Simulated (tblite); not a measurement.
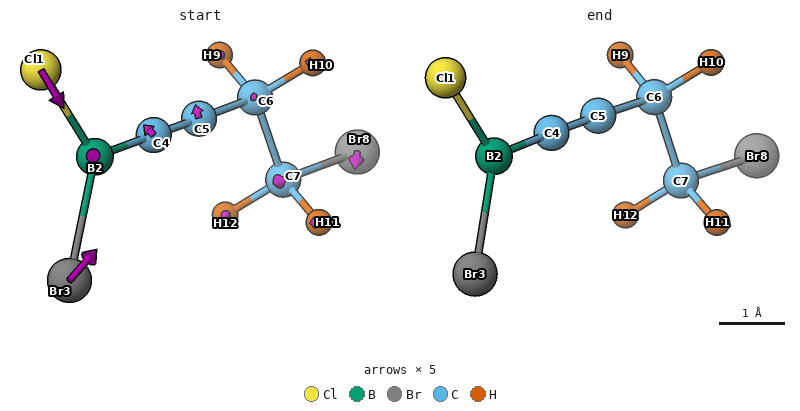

The structure of C4H4BBr2Cl before (left) and after (right) a relaxation, at one scale. The purple arrows give the displacements, 5 times their true length.

A ball-and-stick model, seen from a free direction.

The calculation used GFN2-xTB geometry optimisation, gas phase in tblite 0.8.0. 

> What changed between the two?

The energy falls by 6.73 kcal/mol in 47 geometry steps. The largest move after the best rigid fit is that of Br3, 0.16 Å. Largest moves by element: Br 0.16 Å, Cl 0.14 Å, C 0.06 Å, B 0.06 Å, H 0.04 Å. Some distances before and after: B2–Br3 2.003 → 1.890 Å, Cl1–B2 1.831 → 1.720 Å, B2–C4 1.537 → 1.500 Å, C7–H12 1.120 → 1.089 Å. The run took 0.63 s on 1 thread of Arm Neoverse N1, on a shared host.
